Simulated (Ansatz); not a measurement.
CH3SbSi: several calculations on one system

### Relaxation

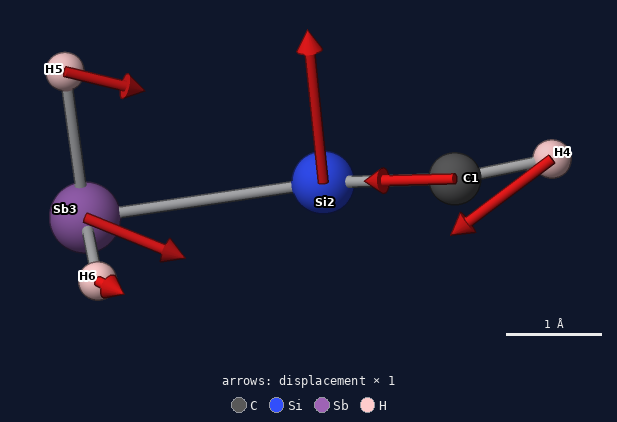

This is a relaxation of CH$_{3}$SbSi. The starting structure is drawn; red arrows show the displacements, at their true length. The two geometries are superimposed by the best rigid fit.

The picture is a ball-and-stick view, seen at a tilt.

All numbers below come from RKS PBE0-D4/def2-TZVP (Ansatz 0.2.0). (force threshold 0.005 eV/Å; at most 200 steps)

**What happened in the run?**

The atom that moves furthest after the best rigid fit is Si2 (1.74 Å). By element the largest moves are Si 1.74 Å, H 1.36 Å, Sb 1.17 Å, C 1.10 Å. Among the contacts that change: C1–Sb3 4.138 → 2.116 Å, Si2–H5 2.985 → 1.895 Å, Si2–Sb3 2.558 → 2.834 Å, Sb3–H5 1.717 → 1.826 Å. New bonds form: C1–Sb3 (4.14 → 2.12 Å). Among the angles between lasting bonds that change: C1–Si2–Sb3 151.3° → 48.1°, Si2–Sb3–H5 86.2° → 41.3°, Si2–Sb3–H6 81.7° → 96.8°. Groups turn about Si2–Sb3 by about 105°. After 29 accepted moves (30 points after the start) the energy has fallen by 42.1 kcal/mol. Largest force component: 2.7 eV/Å at the start, 0.003 eV/Å at the end. The line search rejected the trial step at point 6 of the run. The run took 90 s on 2 threads of Intel Xeon Platinum 8259CL @ 2.50GHz (shared host).

### A change

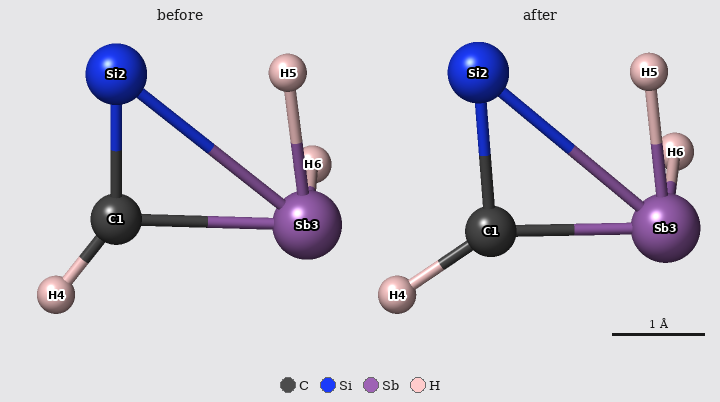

Left: CH3SbSi. Right: the same structure after one change, at the same scale. Style: ball-and-stick. Shown from a free direction.

The calculation used RKS wB97M-V/def2-TZVPP in Ansatz. 

Question: Which change leads from the left to the right?

Answer: All atoms are moved at random (σ = 0.12 Å) from the PBE0-D4/def2-TZVP minimum.

Question: And its effect?

Answer: It costs 99.9 kJ/mol. The largest force is 6.9 eV/Å, on C1. The forces point partly back along the displacements (cosine −0.66). At other levels of theory the same distortion costs 90.1 kJ/mol (RKS PBE-D4/def2-TZVPP), 97.3 kJ/mol (RKS r2SCAN-D4/def2-TZVPP), 97.2 kJ/mol (RKS PBE0-D4/def2-TZVPP), 96.5 kJ/mol (RHF-CCSD(T), frozen core/def2-TZVPP). Some distances before and after: C1–Sb3 2.116 → 1.936 Å, C1–H4 1.079 → 1.256 Å, Sb3–H6 1.731 → 1.846 Å, C1–Si2 1.716 → 1.830 Å. Among the angles between lasting bonds that change: Si2–C1–H4 141.5° → 121.0°, Sb3–C1–H4 123.6° → 142.6°.

### Distortion

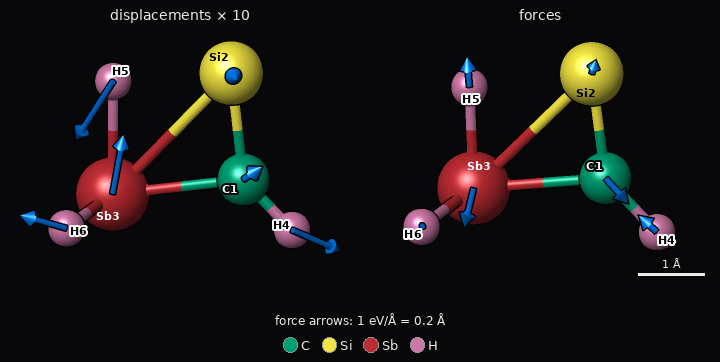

Left: CH3SbSi, with blue arrows for the displacements applied to it. Right: the displaced structure with the computed forces. The picture is a ball-and-stick view, seen face on.

Computed with Ansatz, RKS PBE-D4/def2-TZVPP. 

Q: Where do the forces point?

A: All atoms are moved at random (σ = 0.06 Å) from the PBE0-D4/def2-TZVP minimum. It costs 8.89 kcal/mol. The largest force is 3.4 eV/Å, on Sb3. The forces point partly back along the displacements (cosine −0.64). At other levels of theory the same distortion costs 8.74 kcal/mol (RKS r2SCAN-D4/def2-TZVPP), 8.40 kcal/mol (RKS PBE0-D4/def2-TZVPP), 7.47 kcal/mol (RKS wB97M-V/def2-TZVPP), 7.96 kcal/mol (RHF-CCSD(T), frozen core/def2-TZVPP). Some distances before and after: Sb3–H5 1.826 → 1.616 Å, C1–H4 1.079 → 1.159 Å, Si2–Sb3 2.834 → 2.762 Å, Sb3–H6 1.731 → 1.796 Å. Bond angles that change, for instance: C1–Sb3–H5 78.4° → 83.4°, Si2–Sb3–H5 41.3° → 45.7°.
